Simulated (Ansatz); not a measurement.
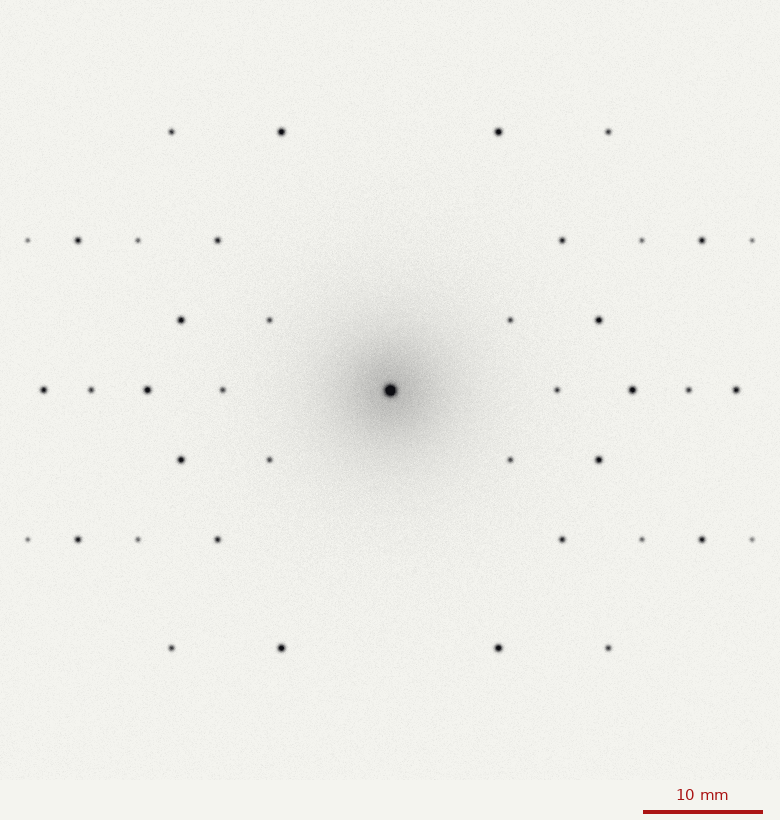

Simulated X-ray rotation photograph: Cu Kα radiation (λ = 1.5418 Å), cylindrical film of radius 28.65 mm unrolled, rotation axis vertical and normal to the beam, kinematic intensities without Lorentz or polarisation factors, the film spanning ±63° about the beam; spots down to d = 1.46 Å.

Question: Measure the layer lines and find the identity period along the axis.

Answer: The first layer line lies 5.9 mm from the equator, so tan ν = 0.206, sin ν = 0.202 and the period is λ/sin ν = 7.64 Å. Further lines follow at 12.6, 21.8 mm.

The crystal is NaLiB₂, space group P-6m2 (No. 187), a = 4.41 Å, c = 3.16 Å (hexagonal axes). Structure: the geometry relaxed with DFT PBE, scalar-relativistic, plane waves, PAW in Ansatz; the starting structure was generated, so it need not be a known form of this composition.

Question: About which axis was it rotated?

Answer: About [210] (or an equivalent direction), whose length in the conventional cell is 7.636 Å. The period alone comes close to that of [102] as well.
